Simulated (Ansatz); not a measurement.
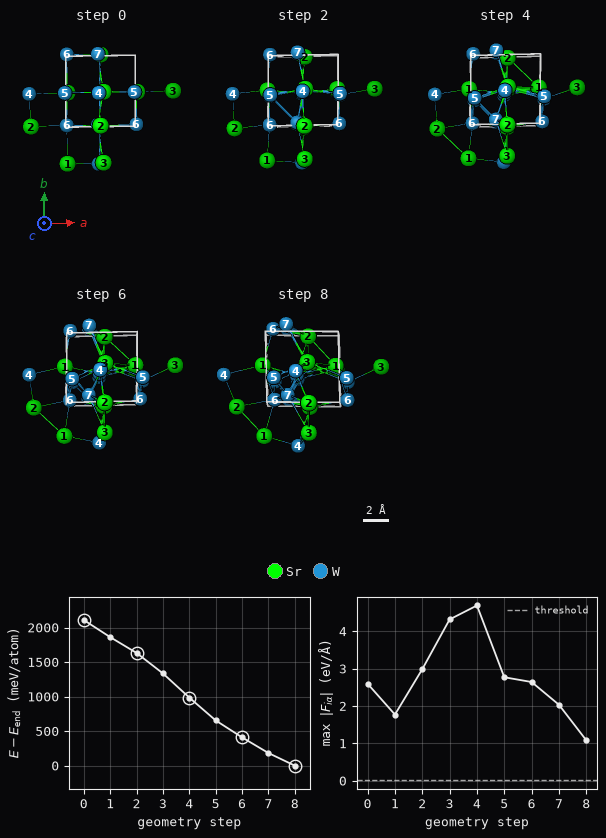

Frames of a relaxation of solid Sr3W4 (a generated structure, set up in P1) (coarse preliminary run), marked on the history of the run. Style: ball-and-stick. Shown: the cell of the calculation, reduced to other axes, along the c axis. Lengths and directions refer to the drawn axes.

These are results of Ansatz, DFT PBE, scalar-relativistic, plane waves, PAW, not measurements. Settings: plane-wave cutoff 420 eV; k-point mesh 4 × 4 × 4; occupations gaussian; smearing width 0.1 eV; no spin polarisation; cell and atoms relaxed; force threshold 0.015 eV/Å; at most 120 steps.

> Describe the path.

The run was cut off at its time limit before the relaxation converged, so the last structure is only a point on the way. The largest move relative to the cell is that of W7, 1.28 Å along [−2 1 −1]. Largest moves by element: W 1.28 Å, Sr 0.74 Å. Cell: a 5.705 → 5.975 Å (+4.7 %), b 5.815 → 5.822 Å (+0.1 %), c 5.996 → 5.717 Å (−4.6 %), α 88.4° → 81.7°, β 89.4° → 90.9°, γ 89.2° → 91.6°. Volume −1.0 %. Some distances before and after: W5–W6 3.707 → 2.312 Å, W6–W7 3.848 → 2.511 Å, W5–W7 3.799 → 2.476 Å, W4–W7 3.676 → 2.406 Å. New bonds form: Sr1–Sr2 (4.28 → 3.42 Å), Sr1–W7 (4.44 → 3.40 Å), Sr2–Sr3 (4.23 → 3.42 Å), W4–W7 (3.68 → 2.41 Å). Among the angles between lasting bonds that change: W7–Sr2–W7 171.4° → 111.0°, Sr2–W7–Sr2 171.4° → 111.0°, W5–Sr1–W5 171.6° → 124.3°. The space group stays P1 (No. 1). Over 8 geometry steps the energy falls by 2109 meV per atom. Largest force component: 2.6 eV/Å at the start, 1.1 eV/Å at the end. The pressure goes from 0.72 to 5.93 GPa. Cost: 5 min on 1 thread of Intel(R) Xeon(R) Platinum 8259CL CPU @ 2.50GHz (Skylake/Cascade Lake), on a shared host, peak memory 0.62 GiB. From step 0 to 2: W5 moves most (0.36 Å), volume −2.5 %, energy −477 meV per atom. From step 2 to 4: W5 moves most (0.37 Å), volume −2.8 %, energy −647 meV per atom. From step 4 to 6: W7 moves most (0.36 Å), energy −576 meV per atom. From step 6 to 8: W4 moves most (0.40 Å), volume +4.4 %, energy −410 meV per atom.

```
step  E − E(0), meV/atom  largest force component, eV/Å  pressure, GPa  volume, Å³/atom
   0                0.00                         2.5972           0.72           28.401
   1             -247.29                         1.7731          -0.05           28.028
   2             -476.56                         2.9866          -0.44           27.681
   3             -773.16                         4.3184          -0.39           27.283
   4            -1123.44                         4.6918           0.71           26.912
   5            -1453.93                         2.7712           3.96           26.603
   6            -1699.54                         2.6436           6.97           26.913
   7            -1926.29                         2.0344           7.27           27.233
   8            -2109.10                         1.0832           5.93           28.103
```
